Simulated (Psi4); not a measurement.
**GeH2F (SMILES [F][GeH2]): levels of theory compared**

Aim: a comparison of 4 runs (UHF/pcseg-1, UHF/def2-TZVP, UB3LYP/6-31G*, UMP2/6-311G*) of GeH2F. 

The results are computed with Psi4 1.11.

5 further runs of the same task are left out: 1 that didn't finish, 4 set aside as unsound or not needed.

### 1 The molecule

The species is GeH2F (4 atoms), meant as a doublet with charge 0. SMILES: `[F][GeH2]`. Geometry: relaxed at PBE0-D4/def2-TZVP.

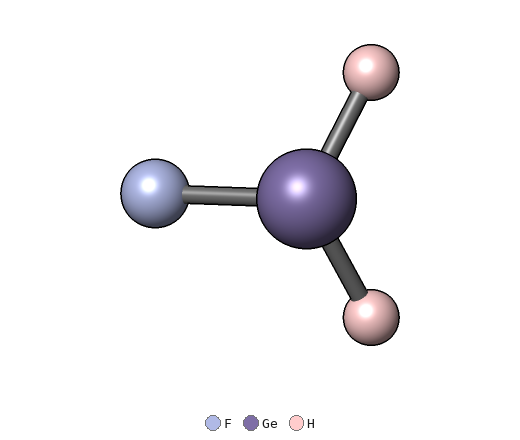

Viewed from a chosen angle; fluorine light blue, germanium purple, hydrogen pink.

### 2 Energy and gradient at UHF/pcseg-1 (run 1)

The input, job.dat:

```
memory 1600 MB

molecule {
  0 2
  F
  Ge 1 r2
  H 2 r3 1 a3
  H 2 r4 3 a4 1 d4

  r2 = 1.745333
  r3 = 1.549233
  a3 = 105.43283
  r4 = 1.549177
  a4 = 113.26639
  d4 = -114.78603
  symmetry c1
  no_reorient
  no_com
}

set basis pcseg-1
set reference uhf
set puream true
set e_convergence 1e-09
set d_convergence 1e-08
set scf_type pk
set maxiter 200

E, wfn = gradient('hf', return_wfn=True)
oeprop(wfn, 'LOWDIN_CHARGES', 'MULLIKEN_CHARGES', 'WIBERG_LOWDIN_INDICES')
print_variables()
```

Run with:

```
psi4 -n 1 job.dat job.out
```

job.out:

```text
[...]
  Running in c1 symmetry.
[...]
  Nuclear repulsion =  113.015962287385662
[...]
  Multiplicity = 2
[...]
  Nalpha       = 22
  Nbeta        = 21
[...]
    Number of basis functions: 51
[...]
   @UHF iter   1: -2175.20204073908553   -4.19619e+00   1.84800e-02 DIIS/ADIIS
[...]
   @UHF iter  13: -2175.65420875473683   -2.72848e-12   7.28215e-09 DIIS
[...]
   @S^2 Observed:                7.531526528E-01
[...]
    Orbital Energies [Eh]
    ---------------------
    Alpha Occupied:
       1A   -405.206938     2A    -52.146984     3A    -46.274377
       4A    -46.272023     5A    -46.271310     6A    -26.238026
       7A     -7.234873     8A     -5.236179     9A     -5.231523
      10A     -5.228635    11A     -1.719242    12A     -1.706638
      13A     -1.704780    14A     -1.701701    15A     -1.700852
      16A     -1.540505    17A     -0.767607    18A     -0.639969
      19A     -0.634608    20A     -0.603554    21A     -0.499357
      22A     -0.362034
    Alpha Virtual:
      23A      0.108914    24A      0.160321    25A      0.162697
[...]
  @UHF Final Energy: -2175.65420875473683
   => Energetics <=
    Nuclear Repulsion Energy =            113.0159622873856620
    One-Electron Energy =               -3260.0365018685774885
    Two-Electron Energy =                 971.3663308264547140
    Total Energy =                      -2175.6542087547368283
  UHF NO Occupations:
  HONO-2 :   20  A 1.9998357
  HONO-1 :   21  A 1.9988009
[...]
 Multipole Moments:
 ------------------------------------------------------------------------------------
     Multipole            Electronic (a.u.)      Nuclear  (a.u.)        Total (a.u.)
 ------------------------------------------------------------------------------------
 L = 1.  Multiply by 2.5417464519 to convert [e a0] to [Debye]
 Dipole X            :         -1.3553794            1.3270994           -0.0282800
 Dipole Y            :          0.7812575           -0.7649073            0.0163502
 Dipole Z            :          1.4722612           -0.4554162            1.0168450
 Magnitude           :                                                    1.0173696
[...]
  -Total Gradient:
     Atom            X                  Y                   Z
    ------   -----------------  -----------------  -----------------
       1        0.000453113934    -0.000262328085     0.008574310131
       2       -0.006149647141     0.003563323304    -0.010988968646
       3        0.000169312123    -0.006307807784     0.001209026171
       4        0.005527221083     0.003006812566     0.001205632344
[...]
  Mulliken Charges: (a.u.)
   Center  Symbol    Alpha    Beta     Spin     Total
       1     F     4.82027  4.79492  0.02535 -0.61520
       2    GE    16.10066 15.26952  0.83114  0.62983
       3     H     0.53954  0.46778  0.07176 -0.00732
       4     H     0.53954  0.46778  0.07175 -0.00732
   Total alpha = 22.00000, Total beta = 21.00000, Total charge =  0.00000
  Lowdin Charges: (a.u.)
   Center  Symbol    Alpha    Beta     Spin     Total
       1     F     4.68388  4.64915  0.03473 -0.33303
       2    GE    16.22394 15.34896  0.87498  0.42710
[...]
```

Run time: 3.9 s. Hardware: 1 thread of Intel Xeon Platinum 8223CL at 3.00GHz (Skylake/Cascade Lake), shared host; peak memory 0.21 GiB.

### 3 Energy and forces at UHF/def2-TZVP (run 2)

The input, fgeh2.dat:

```
memory 1600 mb

molecule m {
  0 2
  F      0.138200    -0.585400     1.442000
  Ge     0.305700    -0.223200    -0.257100
  H     -1.078800    -0.527800    -0.882000
  H      0.690400     1.276000    -0.323100
  symmetry c1
}

set reference uhf
set puream true
set e_convergence 1e-09
set d_convergence 1e-08
set scf_type pk
set maxiter 200

energy_value, wavefunction = gradient("hf/def2-TZVP", return_wfn=True)
```

Run with:

```
psi4 -i fgeh2.dat -o fgeh2.out -n 1
```

fgeh2.out:

```text
[...]
  Running in c1 symmetry.
[...]
  Nuclear repulsion =  113.015982835607062
[...]
  Multiplicity = 2
[...]
  Nalpha       = 22
  Nbeta        = 21
[...]
    Number of basis functions: 91
[...]
   @UHF iter   1: -2174.87064259053568   -3.26844e+00   2.92176e-02 ADIIS/DIIS
[...]
   @UHF iter  14: -2176.01177326836341   -4.09273e-12   4.79935e-09 DIIS
[...]
   @S^2 Observed:                7.541089711E-01
[...]
    Orbital Energies [Eh]
    ---------------------
    Alpha Occupied:
       1A   -405.272424     2A    -52.177664     3A    -46.267071
       4A    -46.264648     5A    -46.263971     6A    -26.255697
       7A     -7.224753     8A     -5.203831     9A     -5.197964
      10A     -5.195782    11A     -1.686819    12A     -1.674136
      13A     -1.671400    14A     -1.669237    15A     -1.668514
      16A     -1.529240    17A     -0.761913    18A     -0.636661
      19A     -0.631323    20A     -0.602546    21A     -0.496189
      22A     -0.360316
    Alpha Virtual:
      23A      0.103813    24A      0.150202    25A      0.158945
[...]
  @UHF Final Energy: -2176.01177326836341
   => Energetics <=
    Nuclear Repulsion Energy =            113.0159828356070619
    One-Electron Energy =               -3261.1504029737443489
    Two-Electron Energy =                 972.1226468697739165
    Total Energy =                      -2176.0117732683629583
  UHF NO Occupations:
  HONO-2 :   20  A 1.9997188
  HONO-1 :   21  A 1.9985467
[...]
 Multipole Moments:
 ------------------------------------------------------------------------------------
     Multipole            Electronic (a.u.)      Nuclear  (a.u.)        Total (a.u.)
 ------------------------------------------------------------------------------------
 L = 1.  Multiply by 2.5417464519 to convert [e a0] to [Debye]
 Dipole X            :          1.2603341           -1.1518731            0.1084609
 Dipole Y            :         -0.7859363            0.9567052            0.1707689
 Dipole Z            :         -1.4524169            0.5581968           -0.8942201
 Magnitude           :                                                    0.9168181
[...]
  -Total Gradient:
     Atom            X                  Y                   Z
    ------   -----------------  -----------------  -----------------
       1       -0.001694442108    -0.002515332143     0.013476277797
       2        0.004552246937    -0.000491264906    -0.012746779572
       3       -0.003687406534    -0.000792846044    -0.001078659669
       4        0.000829601703     0.003799443083     0.000349161443
[...]
```

It took 9.6 s on 1 thread of Intel Xeon Platinum 8223CL at 3.00GHz (Skylake/Cascade Lake), shared host; peak memory 0.35 GiB.

Run 3 isn't shown in full; the table further down has it.

### 4 A single-point energy at UMP2/6-311G(d) (run 4)

The input, input.json:

```json
{
  "schema_name": "qcschema_input",
  "schema_version": 1,
  "molecule": {
    "schema_name": "qcschema_molecule",
    "schema_version": 2,
    "symbols": ["F", "Ge", "H", "H"],
    "geometry": [0.26116015, -1.10624567, 2.72498507, 0.57768928, -0.42178687, -0.48584859, -2.03863654, -0.99739745, -1.66673844, 1.30466692, 2.41129054, -0.61057051],
    "molecular_charge": 0,
    "molecular_multiplicity": 2,
    "fix_symmetry": "c1"
  },
  "driver": "energy",
  "model": {
    "method": "mp2",
    "basis": "6-311G*"
  },
  "keywords": {
    "reference": "uhf",
    "scf_type": "direct",
    "freeze_core": true,
    "mp2_type": "conv"
  }
}
```

Run with:

```
psi4 --qcschema input.json -n 1 --memory 1600MB
```

stdout:

```text
[...]
  Running in c1 symmetry.
[...]
  Nuclear repulsion =  113.015982837946936
[...]
  Multiplicity = 2
[...]
  Nalpha       = 22
  Nbeta        = 21
[...]
    Number of basis functions: 68
[...]
   @DF-UHF iter   1: -2174.71726296219049   -3.20784e+00   4.24696e-02 DIIS/ADIIS
[...]
   @UHF iter  21: -2175.93857448544668   -2.27374e-12   4.30687e-09 DIIS
[...]
   @S^2 Observed:                7.533302916E-01
[...]
    Orbital Energies [Eh]
    ---------------------
    Alpha Occupied:
       1A   -405.278198     2A    -52.183313     3A    -46.273403
       4A    -46.271087     5A    -46.270411     6A    -26.247238
       7A     -7.231748     8A     -5.210957     9A     -5.205861
      10A     -5.203457    11A     -1.690160    12A     -1.677178
      13A     -1.674915    14A     -1.672440    15A     -1.671666
      16A     -1.525226    17A     -0.761422    18A     -0.632306
      19A     -0.626288    20A     -0.597248    21A     -0.496895
      22A     -0.360583
    Alpha Virtual:
      23A      0.090296    24A      0.143330    25A      0.144771
[...]
  @UHF Final Energy: -2175.93857448544668
   => Energetics <=
    Nuclear Repulsion Energy =            113.0159828379469360
    One-Electron Energy =               -3260.9103911837519263
    Two-Electron Energy =                 971.9558338603586662
    Total Energy =                      -2175.9385744854462246
  UHF NO Occupations:
  HONO-2 :   20  A 1.9998327
  HONO-1 :   21  A 1.9987486
[...]
 Multipole Moments:
 ------------------------------------------------------------------------------------
     Multipole            Electronic (a.u.)      Nuclear  (a.u.)        Total (a.u.)
 ------------------------------------------------------------------------------------
 L = 1.  Multiply by 2.5417464519 to convert [e a0] to [Debye]
 Dipole X            :          1.3088151           -1.1518731            0.1569419
 Dipole Y            :         -0.8028628            0.9567052            0.1538424
 Dipole Z            :         -1.5512486            0.5581968           -0.9930518
 Magnitude           :                                                    1.0170792
[...]
	SCS-MP2 Total Energy (a.u.)        : -2176.34213084151452
	SOS-MP2 Total Energy (a.u.)        : -2176.30025392709740
	SCSN-MP2 Total Energy (a.u.)       : -2176.15968459356873
[...]
	SOS-PI-MP2 Total Energy (a.u.)     : -2176.36053383403942
[...]
	MP2 Total Energy (a.u.)            : -2176.36560476340674
[...]
```

The result, in JSON:

```text
{
 "driver": "energy",
 "model": {
  "method": "mp2",
  "basis": "6-311G*"
 },
 "success": true,
 "return_result": -2176.3656047634067,
 "properties": {
  "calcinfo_nbasis": 68,
  "calcinfo_nmo": 68,
  "calcinfo_nalpha": 22,
  "calcinfo_nbeta": 21,
  "calcinfo_natom": 4,
  "nuclear_repulsion_energy": 113.01598283794694,
  "return_energy": -2176.3656047634067,
  "scf_one_electron_energy": -3260.910391183752,
  "scf_two_electron_energy": 971.9558338603587,
  "scf_dipole_moment": [0.15694193988660077, 0.1538424109922647, -0.9930517610112981],
  "scf_total_energy": -2175.9385744854467,
  "scf_iterations": 21,
  "mp2_same_spin_correlation_energy": -0.12563074325113227,
  "mp2_opposite_spin_correlation_energy": -0.30139953470897923,
  "mp2_singles_energy": 0.0,
  "mp2_doubles_energy": -0.4270302779601115,
  "mp2_correlation_energy": -0.427030277960057,
  "mp2_total_energy": -2176.3656047634067
 }
}
```

It took 5.7 s on 1 thread of Intel Xeon Platinum 8223CL at 3.00GHz (Skylake/Cascade Lake), shared host; peak memory 0.29 GiB.

### 5 Overview of the runs

| run | level | task | Cartesian functions | energy (Eh) | dipole moment (D) | HOMO energy (eV) | LUMO energy (eV) | wall time |
| --- | --- | --- | --- | --- | --- | --- | --- | --- |
| 1 | UHF/pcseg-1 | gradient | no | -2175.654209 | 2.59 | -9.85 | 0.47 | 3.9 s |
| 2 | UHF/def2-TZVP | gradient | no | -2176.011773 | 2.33 | -9.80 | 0.66 | 9.6 s |
| 3 | UB3LYP/6-31G* (Cartesian functions) | energy | yes | -2177.786284 | 1.92 | -6.28 | -3.46 | 11 s |
| 4 | UMP2/6-311G* | energy | no | -2176.365605 | – | -9.81 | 0.49 | 5.7 s |

### 6 What came out

| quantity | value |
| --- | --- |
| run 4: total energy | -2176.36560 Eh |
| run 4: HOMO energy (Hartree–Fock orbitals) (highest over α and β) | -9.81 eV |
| run 4: LUMO energy (Hartree–Fock orbitals) (lowest over α and β) | 0.49 eV |
| run 4: correlation energy (10 core orbitals frozen) | -427.0 mEh |
| run 4: ⟨S²⟩ of the reference determinant | 0.753 |

**Reading.** Over runs 1, 2, 3 the dipole moment (its size) runs from 1.92 D (UB3LYP/6-31G*) to 2.59 D (UHF/pcseg-1). The two ends differ in method and basis. All runs together took 30 s, the longest 11 s.
